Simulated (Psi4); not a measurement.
# SiH4O2 (Si(OH)2H2) at PBE0/6-311+G(d,p) (sweep point 4)

What is the vertical ionisation energy of SiH4O2 (Si(OH)2H2) at PBE0/6-311+G** (sweep point 4)? 

Program for the calculation: Psi4 1.11.

4 further runs of the same task are left out: 4 set aside as unsound or not needed.

## (1) The structure to begin with

SiH4O2 has 7 atoms, charge 0, and is taken as a singlet. As SMILES, `[H][Si]([H])(O)O`. The shape is that of a GFN2-xTB optimisation. This is one conformer, not always the lowest.

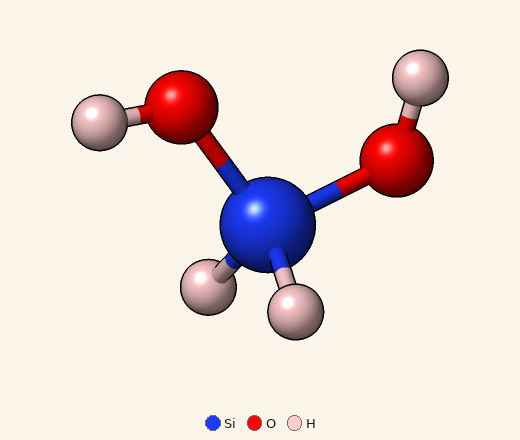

The structure, seen from a chosen angle (silicon blue, oxygen red, hydrogen pink).

## (2) A single-point energy at PBE0/6-311+G(d,p) (sweep point 4)

The input, input.dat:

```
memory 1600 MB

molecule system {
  Si    -0.47668341     0.12033776    -0.65492238
  O     -0.37361775     0.08407392     2.43067913
  H     -1.88165699     0.24008970     3.39502526
  O      2.42674849    -0.13768545    -1.57193088
  H      3.65408782    -0.81995217    -0.44261165
  H     -1.37339626     2.53727858    -1.61577253
  H     -1.97548190    -2.02414234    -1.54046694
  units bohr
  symmetry c1
}

set globals {
  basis                6-311+G**
  reference            rks
  puream               true
  scf_type             pk
  dft_radial_points    50
  dft_spherical_points 194
}

e, wfn = energy("pbe0", return_wfn=True)
```

Command:

```sh
$ psi4 -n 1 input.dat output.dat
```

output.dat:

```text
[...]
  Running in c1 symmetry.
[...]
  Nuclear repulsion =  122.218765949476975
[...]
  Multiplicity = 1
[...]
  Nalpha       = 17
  Nbeta        = 17
[...]
    Number of basis functions: 98
[...]
   @RKS iter   1:  -441.87584113234527   -2.20355e-01   9.91450e-03 DIIS/ADIIS
[...]
   @RKS iter   8:  -442.19442085261164   -3.98931e-08   4.03960e-07 DIIS
[...]
    Orbital Energies [Eh]
    ---------------------
    Doubly Occupied:
       1A    -66.268023     2A    -19.210764     3A    -19.201862
       4A     -5.353329     5A     -3.689549     6A     -3.687651
       7A     -3.685491     8A     -1.057289     9A     -1.032439
      10A     -0.608728    11A     -0.551602    12A     -0.464228
      13A     -0.421704    14A     -0.386959    15A     -0.372438
      16A     -0.352482    17A     -0.312303
[...]
  @RKS Final Energy:  -442.19442085261164
   => Energetics <=
    Nuclear Repulsion Energy =            122.2187659494769747
    One-Electron Energy =                -854.2981313460683168
    Two-Electron Energy =                 319.7529737191119352
    DFT Exchange-Correlation Energy =     -29.8680291751322500
    Empirical Dispersion Energy =           0.0000000000000000
    VV10 Nonlocal Energy =                  0.0000000000000000
    Total Energy =                       -442.1944208526116427
[...]
 Multipole Moments:
 ------------------------------------------------------------------------------------
     Multipole            Electronic (a.u.)      Nuclear  (a.u.)        Total (a.u.)
 ------------------------------------------------------------------------------------
 L = 1.  Multiply by 2.5417464519 to convert [e a0] to [Debye]
 Dipole X            :          0.8318144           -1.3424591           -0.5106447
 Dipole Y            :         -0.0429310           -0.1081995           -0.1511305
 Dipole Z            :          0.4771474            0.0433563            0.5205038
 Magnitude           :                                                    0.7446628
[...]
```

Run time: 3.9 s. Hardware: 1 thread of AMD EPYC 9R14 (Zen 4), shared host; peak memory 0.53 GiB.

## (3) The doublet cation, same level

The input, calc.in:

```
memory 1.6 GB

molecule mol {
  1 2
  Si    -0.47668341     0.12033776    -0.65492238
  O     -0.37361775     0.08407392     2.43067913
  H     -1.88165699     0.24008970     3.39502526
  O      2.42674849    -0.13768545    -1.57193088
  H      3.65408782    -0.81995217    -0.44261165
  H     -1.37339626     2.53727858    -1.61577253
  H     -1.97548190    -2.02414234    -1.54046694
  units au
  symmetry c1
}

set basis 6-311+G**
set reference uks
set puream true
set scf_type pk
set dft_radial_points 50
set dft_spherical_points 194
set maxiter 150

e = energy('pbe0')
```

Command:

```sh
$ psi4 -n 1 calc.in calc.out
```

calc.out:

```text
[...]
  Running in c1 symmetry.
[...]
  Nuclear repulsion =  122.218765949476975
[...]
  Multiplicity = 2
[...]
  Nalpha       = 17
  Nbeta        = 16
[...]
    Number of basis functions: 98
[...]
   @UKS iter   1:  -441.51646009406670    1.39026e-01   9.11464e-03 DIIS/ADIIS
[...]
   @UKS iter  12:  -441.79380331095285   -8.15146e-09   5.37631e-07 DIIS
[...]
   @S^2 Observed:                7.596683858E-01
[...]
    Orbital Energies [Eh]
    ---------------------
    Alpha Occupied:
       1A    -66.543631     2A    -19.492272     3A    -19.487185
       4A     -5.630237     5A     -3.965341     6A     -3.964173
       7A     -3.963742     8A     -1.330910     9A     -1.306195
      10A     -0.877195    11A     -0.813040    12A     -0.746377
      13A     -0.706287    14A     -0.653333    15A     -0.638361
      16A     -0.636515    17A     -0.608663
    Alpha Virtual:
      18A     -0.212702    19A     -0.192830    20A     -0.158052
      21A     -0.141627    22A     -0.108410    23A     -0.100482
      24A     -0.091182    25A     -0.061710    26A     -0.030306
[...]
  @UKS Final Energy:  -441.79380331095285
   => Energetics <=
    Nuclear Repulsion Energy =            122.2187659494769747
    One-Electron Energy =                -845.1111208295669712
    Two-Electron Energy =                 310.6918395378207833
    DFT Exchange-Correlation Energy =     -29.5932879686836365
    Empirical Dispersion Energy =           0.0000000000000000
    VV10 Nonlocal Energy =                  0.0000000000000000
    Total Energy =                       -441.7938033109528533
[...]
 Multipole Moments:
 ------------------------------------------------------------------------------------
     Multipole            Electronic (a.u.)      Nuclear  (a.u.)        Total (a.u.)
 ------------------------------------------------------------------------------------
 L = 1.  Multiply by 2.5417464519 to convert [e a0] to [Debye]
 Dipole X            :          0.3045244           -1.3424591           -1.0379347
 Dipole Y            :         -0.0456430           -0.1081995           -0.1538425
 Dipole Z            :          0.0447519            0.0433563            0.0881082
 Magnitude           :                                                    1.0529668
[...]
```

It took 6 s on 1 thread of AMD EPYC 9R14 (Zen 4), shared host; peak memory 0.53 GiB.

## (4) What came out

Level: PBE0/6-311+G** (sweep point 4).

```
                                          quantity          value
                      singlet SiH4O2: total energy  -442.19442 Eh
                     singlet SiH4O2: dipole moment         1.89 D
                       singlet SiH4O2: HOMO energy       -8.50 eV
                       singlet SiH4O2: LUMO energy       -0.11 eV
                     singlet SiH4O2: HOMO–LUMO gap        8.38 eV
                      doublet cation: total energy  -441.79380 Eh
doublet cation: HOMO energy (highest over α and β)      -15.70 eV
 doublet cation: LUMO energy (lowest over α and β)      -13.31 eV
                              doublet cation: ⟨S²⟩          0.760
vertical ionisation energy (to the doublet cation)      10.901 eV
```

In words: Removing an electron at fixed nuclei costs 10.90 eV (1052 kJ/mol). The negative HOMO energy of the first species, 8.50 eV, lies 2.40 eV below that difference.
